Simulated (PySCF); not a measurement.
# Cl$_{6}$HNSi$_{2}$: what the fields show

Input

```
{"job": {"kind": "nmr", "xc": "PBE0", "basis": "pcSseg-1"}, "charge": 0, "multiplicity": 1}
Si    -1.313780    -0.624399    -0.561657
Cl    -2.566405     0.223022    -1.937000
Cl    -2.442331    -1.310460     0.996158
Cl    -0.320687    -2.203665    -1.382995
N     -0.189378     0.579837    -0.077801
Si     1.393007     0.451515     0.577401
Cl     2.831334     0.311714    -0.863441
Cl     1.519930    -1.192608     1.775116
Cl     1.738147     2.151541     1.655420
H     -0.525206     1.536753    -0.176801
```

Run with:

```sh
OMP_NUM_THREADS=1 python probes_run.py task.json out
```

Geometry: PBE0-D3(BJ)/def2-SVP.

Method: PBE0/pcSseg-1, SCF density, gas phase, non-relativistic in PySCF.

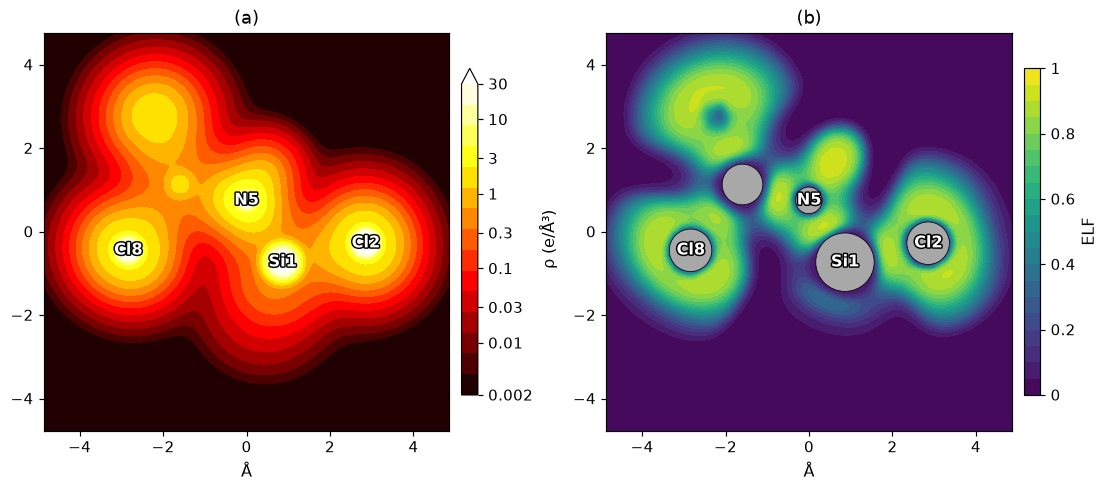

Figure 1. (a) total electron density; (b) electron localisation function on the plane of atoms Cl2, Si1 and N5. Grey discs cover the atomic cores in the ELF map.

Describe what can be read from this map.

Answer. The plane passes through Si, Cl and N nuclei. Si–N (1.72 Å): ρ at the midpoint is about 1.1 e/Å³; the ELF peaks at about 0.90 between the atoms: a polar covalent bond. Si–Cl (2.04 Å): ρ is about 0.94 e/Å³ halfway; the ELF peaks at about 0.90 between the atoms (a shared but strongly polarised pair). The ELF also peaks beside Cl8, Cl2 and Cl9, away from the bonds: lone-pair regions.

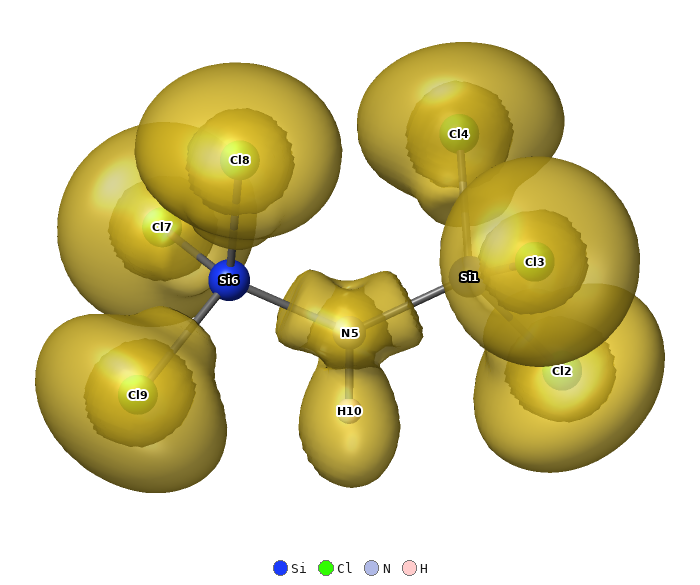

Figure 2. Isosurface of the ELF at 0.75 (yellow), seen across its widest extent. Core shells and regions of very low density are left out.

What do the ELF domains correspond to?

Answer. The surface consists of six regions on Cl in which the atom's valence shell and bonds are merged and one joined region spread over several atoms (H, N), in which their bonds and any lone pairs are merged.

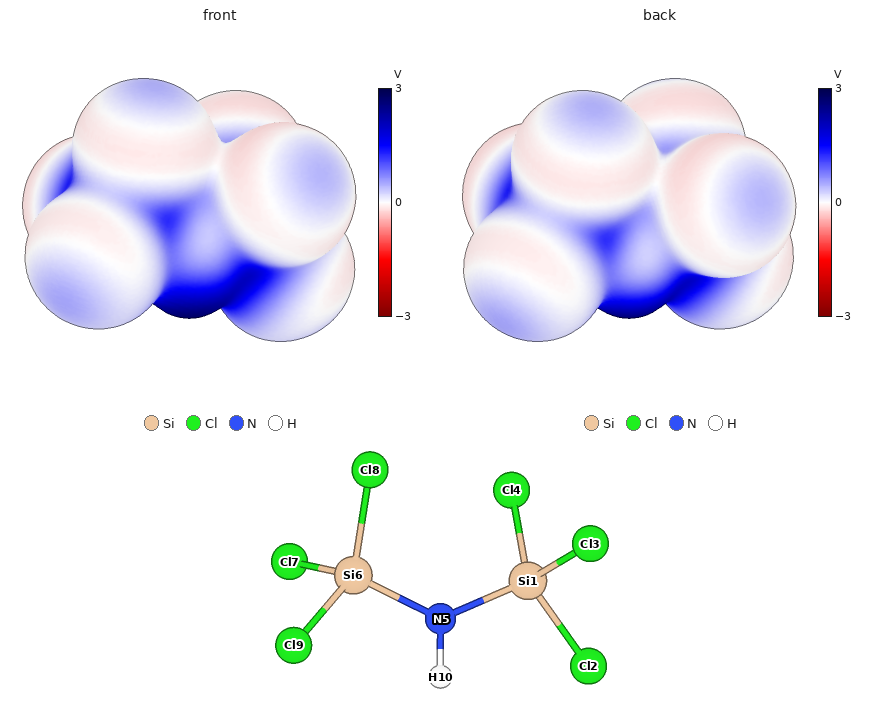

Figure 3. The electrostatic potential painted on the density surface at 0.002 e/bohr³, seen from the front and from behind; the colour scale runs from red (negative) to blue (positive). The bare structure is drawn below in the same view.

Where is the surface potential most negative and most positive?

Answer. The most negative region (about −0.2 V) lies over Cl3, Cl4, Cl7 and Cl8, the most positive (about +2.6 V, or +60 kcal/mol for a unit charge) over H10. Cl3 shows a σ-hole: about +0.4 V, or +9 kcal/mol for a unit charge at the tip opposite its bond, against about −0.1 V on its flanks. Cl4 shows a σ-hole: about +0.4 V, or +9 kcal/mol for a unit charge at the tip opposite its bond, against about 0.0 V on its flanks. Cl7 shows a σ-hole: about +0.4 V, or +9 kcal/mol for a unit charge at the tip opposite its bond, against about −0.1 V on its flanks. Cl8 shows a σ-hole: about +0.4 V, or +9 kcal/mol for a unit charge at the tip opposite its bond, against about 0.0 V on its flanks.

What dipole moment does the calculation give?

Answer. Its dipole moment is 1.46 D.
